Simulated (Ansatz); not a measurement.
**SiH2O2 (SMILES O[Si]O) at HF/3-21G**

What is the energy change on altering one bond length of SiH2O2 at HF/3-21G? 

The calculation is run with Ansatz 0.2.0.

64 further runs of the same task are left out: 64 set aside as unsound or not needed.

## 1. The structure to begin with

The species is SiH2O2 (5 atoms), meant as a singlet with charge 0. As SMILES, `O[Si]O`. The shape is that of a PBE0-D4/def2-TZVP optimisation. This is one conformer, not always the lowest.

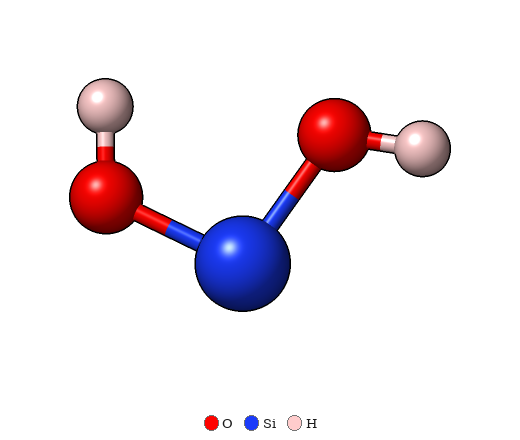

Viewed from a chosen angle; oxygen red, silicon blue, hydrogen pink.

## 2. A single-point energy at HF/3-21G

input.yaml

```yaml
crystal:
  periodic: [false, false, false]
  atoms:
    - {symbol: O, position_ang: [-1.443200, -0.105600, -0.275000]}
    - {symbol: Si, position_ang: [-0.212000, -0.791300, 0.567700]}
    - {symbol: O, position_ang: [1.036000, 0.187500, 0.068600]}
    - {symbol: H, position_ang: [-1.231900, 0.648900, -0.836100]}
    - {symbol: H, position_ang: [1.901100, -0.013100, 0.433400]}
basis:
  gaussian:
    orbitals: 3-21G.json
hamiltonian:
  xc: hf
accuracy: high
output:
  orbitals: {seedname: orbitals}
```

The basis set 3-21G is read from a file made from the Basis Set Exchange's data (not shown).

Run with:

```console
$ ansatz run input.yaml --threads 1 --pin off --max-ram 3480MiB --events-out events.jsonl --progress --plain --runs-dir runs
```

Standard output:

```text
Warning: RAYON_NUM_THREADS=1 ignored (pool sized by the plan → 1); use --threads N
Functional definition: HF
  name "HF"
  exchange = exact_x
  correlation = 0
728 factors; integrals over basis functions are off by at most 4.0e-9 eV
mean field evaluation 1: about -11902.7409 eV, gradient 4.0e1 eV
mean field evaluation 2: about -11902.7454 eV, gradient 4.0e1 eV
mean field evaluation 4: about -11905.5823 eV, gradient 1.6e0 eV
mean field evaluation 8: about -11905.5946 eV, gradient 1.6e-1 eV
mean field -11905.59467048 eV, -437.5225342381 hartree, gradient 4.2e-8 eV, S^2 0.000000; 0 other end points of the search recorded, 0 dependent functions left out
reference -11905.59467048 eV, -437.5225342381 hartree; 16, 16 occupied and 19, 19 virtual orbitals, 728 factors
Total energy: -11905.59467048 eV, -437.5225342381 hartree
```

Wall time 0.18 s (1 thread of Arm Neoverse V2, shared host).

## 3. The distorted shape

molecule.yaml

```yaml
crystal:
  periodic: [false, false, false]
  atoms:
    - {symbol: O, position_ang: [-1.875757, -0.005298, -0.457403]}
    - {symbol: Si, position_ang: [-0.644557, -0.690998, 0.385297]}
    - {symbol: O, position_ang: [0.603443, 0.287802, -0.113803]}
    - {symbol: H, position_ang: [-1.664457, 0.749202, -1.018503]}
    - {symbol: H, position_ang: [1.901100, -0.013100, 0.433400]}
basis:
  gaussian:
    orbitals: 3-21G.json
hamiltonian:
  xc: hf
accuracy: high
output:
  orbitals: {seedname: orbitals}
```

The basis set 3-21G is read from a file made from the Basis Set Exchange's data (not shown).

Run with:

```console
$ ansatz run molecule.yaml --threads 1 --pin off --max-ram 3480MiB --events-out events.jsonl --progress --plain --runs-dir runs
```

Standard output:

```text
Warning: RAYON_NUM_THREADS=1 ignored (pool sized by the plan → 1); use --threads N
Functional definition: HF
  name "HF"
  exchange = exact_x
  correlation = 0
724 factors; integrals over basis functions are off by at most 3.5e-9 eV
mean field evaluation 1: about -11899.1837 eV, gradient 4.3e1 eV
mean field evaluation 2: about -11899.1885 eV, gradient 4.3e1 eV
mean field evaluation 4: about -11902.9396 eV, gradient 2.8e0 eV
mean field evaluation 8: about -11902.9801 eV, gradient 3.7e-1 eV
mean field -11902.98136299 eV, -437.4264969594 hartree, gradient 4.6e-8 eV, S^2 0.000000; 0 other end points of the search recorded, 0 dependent functions left out
reference -11902.98136299 eV, -437.4264969594 hartree; 16, 16 occupied and 19, 19 virtual orbitals, 724 factors
Total energy: -11902.98136299 eV, -437.4264969594 hartree
```

Wall time 0.2 s (1 thread of Arm Neoverse V2, shared host).

## 4. Results

At HF/3-21G:

| quantity | value |
| --- | --- |
| first shape: total energy | -437.52253 Eh |
| first shape: HOMO energy | -9.59 eV |
| first shape: LUMO energy | 2.35 eV |
| first shape: HOMO–LUMO gap | 11.94 eV |
| distorted shape: total energy | -437.42650 Eh |
| distorted shape: HOMO energy | -9.43 eV |
| distorted shape: LUMO energy | 2.43 eV |
| distorted shape: HOMO–LUMO gap | 11.87 eV |
| energy change with the O3–H5 bond stretched from 0.960 to 1.440 Å | 2.613 eV |

In words: With the O3–H5 bond stretched from 0.960 to 1.440 Å the energy rises by 2.61 eV (60 kcal/mol). The first shape isn't relaxed at this level, so the change isn't measured from a minimum.
